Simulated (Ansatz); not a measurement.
System: Al4 (quintet).

```yaml
atoms:
  - { symbol: Al, position_ang: [0.8409, 0.8868, 0.8531] }
  - { symbol: Al, position_ang: [-1.5233, 1.2103, -0.2062] }
  - { symbol: Al, position_ang: [-0.7708, -1.2306, 0.3356] }
  - { symbol: Al, position_ang: [1.4532, -0.8664, -0.9824] }
```

Geometry: r2SCAN-D4/def2-TZVP.

Theory: UKS PBE0-D4/def2-TZVP (Ansatz 0.2.0).

Q: What can the converged electron density, electron localisation function and spin density tell about the bonding?

A: Al–Al (2.61 Å): ρ is about 0.28 e/Å³ halfway; the ELF peaks at about 0.75 between the atoms (a shared electron pair).
The unpaired spin (4 electrons) lies mostly on Al2 (about 1.1), Al4 (about 1.1), Al1 (about 0.9) and Al3 (about 0.9), in electrons by Hirshfeld's partition.

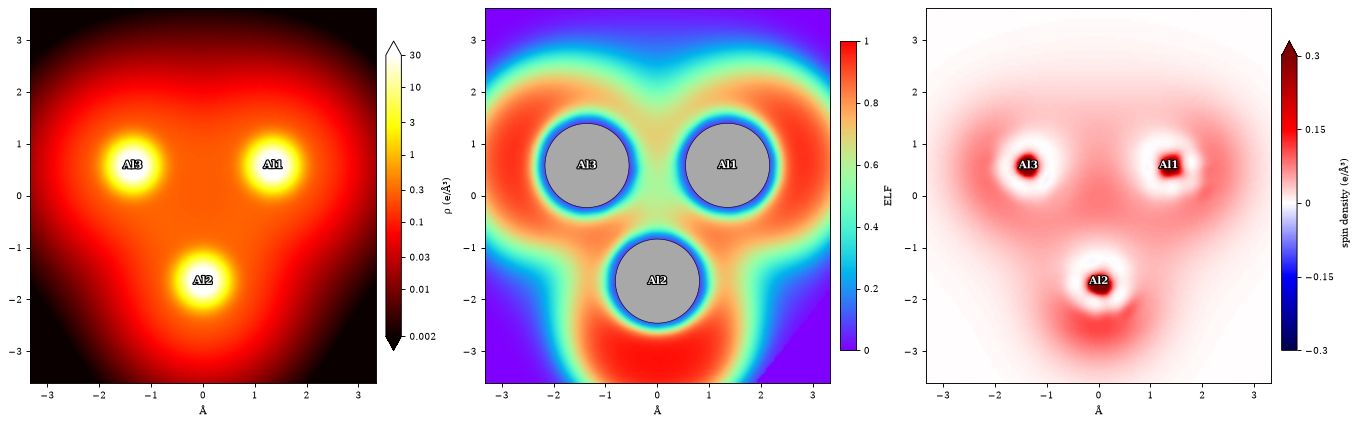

Computed electron density, electron localisation function and spin density on the plane of atoms Al1, Al2 and Al3, in this order. Grey discs cover the atomic cores in the ELF map. 
